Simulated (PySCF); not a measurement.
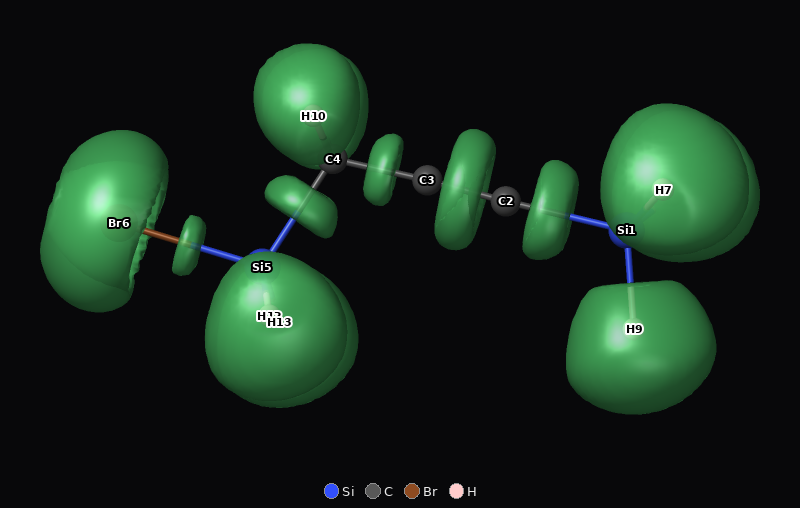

Figure. C$_{3}$H$_{7}$BrSi$_{2}$. Isosurface of the ELF at 0.8 (green), seen across its widest extent. Core shells and regions of very low density are left out.

Geometry: GFN2-xTB.

These are results of CAM-B3LYP/def2-SVPD, SCF density, gas phase in PySCF, not measurements.

Input file:

```
{"job": {"kind": "uv", "xc": "CAM-B3LYP", "basis": "def2-SVPD", "nstates": 8, "ntriplets": 3}, "charge": 0, "multiplicity": 1}
Si    -3.029607     0.638959     0.148581
C     -1.270347     0.101558     0.270865
C     -0.126281    -0.263522     0.378436
C      1.253868    -0.674484     0.455724
Si     2.214867    -0.055054    -1.065949
Br     4.308805    -0.762279    -0.804374
H     -3.334127     1.487269     1.303370
H     -3.877835    -0.555286     0.138012
H     -3.182775     1.392224    -1.100561
H      1.698627    -0.277196     1.373490
H      1.303328    -1.766125     0.517875
H      2.292221     1.396715    -1.117606
H      1.744867    -0.662292    -2.301510
```

Run with:

```sh
OMP_NUM_THREADS=1 python probes_run.py task.json out
```

Q: Describe the localisation domains.

A: At this value the surface marks out one region between bonded Br–Si atoms (shared pairs), two regions between bonded C–C atoms (shared pairs), two regions between bonded C–Si atoms (shared pairs), seven regions around hydrogen nuclei and one ring or bowl of non-bonding electrons around Br. Profiles from the grid: C–C (1.21 Å): the ELF peaks at about 0.85 between the atoms; a multiple bond. C–Si (1.84 Å): the ELF peaks at about 0.95 between the atoms (localised, covalent bonding).
